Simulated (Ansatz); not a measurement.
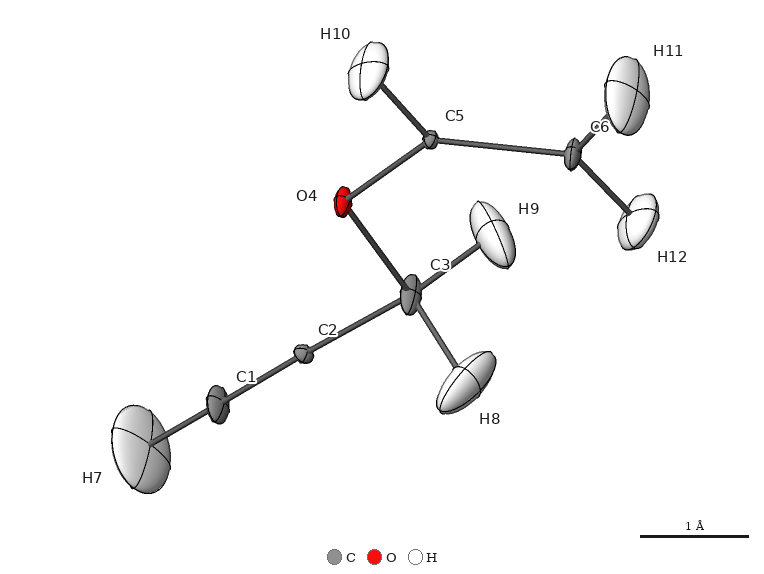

Displacement ellipsoids at the 50 % level, from the internal vibrations of the free molecule (harmonic, no overall translation or rotation; no half-axis is drawn under 0.075 Å). Vibrations computed with RKS PBE0-D4/def2-TZVP (Ansatz 0.2.0). Temperature: 298 K.

Question. Which atom moves most?

Answer. H7, with U_eq = 0.0510 Å².

Question. Does H7 move more along its bond or across it?

Answer. Across it: the root-mean-square amplitude is 0.080 Å along the bond and up to 0.300 Å across, since bending and torsion are softer than stretching.

Give the displacement parameters, one line for each set of equivalent atoms.

```tsv
atom	U_eq (Å²)	rms amplitudes (Å)
C1	0.0092	0.040, 0.093, 0.132
C2	0.0031	0.038, 0.063, 0.063
C3	0.0098	0.039, 0.070, 0.151
O4	0.0057	0.035, 0.063, 0.110
C5	0.0023	0.034, 0.043, 0.064
C6	0.0066	0.039, 0.074, 0.113
H7	0.0510	0.079, 0.238, 0.300
H8, H9	0.0319	0.105, 0.131, 0.260
H10	0.0239	0.078, 0.135, 0.217
H11	0.0383	0.088, 0.166, 0.282
H12	0.0244	0.088, 0.162, 0.197
```
